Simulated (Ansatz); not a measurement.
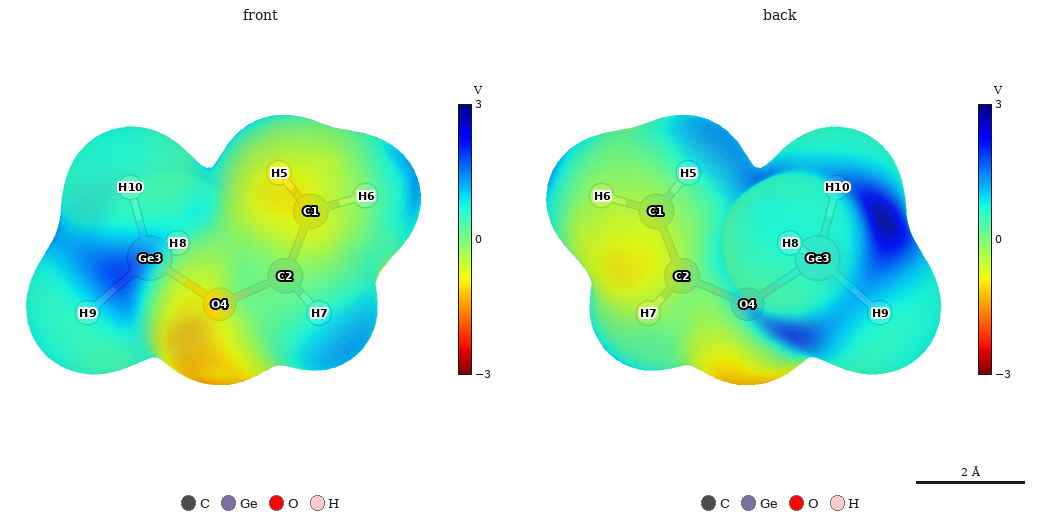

Figure 1: C2H6GeO. The electrostatic potential painted on the density surface at 0.004 e/bohr³, seen from the front and from behind; the colour scale runs from red (negative) to blue (positive).

Geometry: B3LYP-D3(BJ)/def2-SVP.

Computed with Ansatz, isolated molecule in a Gaussian basis; Kohn-Sham density functional theory, functional PBE0.

```xyz
10

C    -0.2242    0.2999   -1.6883
C     0.0078   -1.0103   -1.5310
Ge    2.1218   -0.6859    0.2690
O     0.9418   -1.6015   -0.7575
H     0.3550    1.0724   -1.1747
H    -1.0223    0.6301   -2.3545
H    -0.5948   -1.7567   -2.0638
H     1.3383    0.1524    1.2970
H     2.9370   -1.8061    0.9253
H     2.9807    0.2108   -0.6431
```

Which sites attract a positive test charge, and which a negative one?

A positive charge is drawn to the negative regions and a negative charge to the positive ones. The most negative region (about −1.3 V) lies over O4, the most positive (about +2.7 V) over Ge3. O4 is the likeliest acceptor of a hydrogen bond.
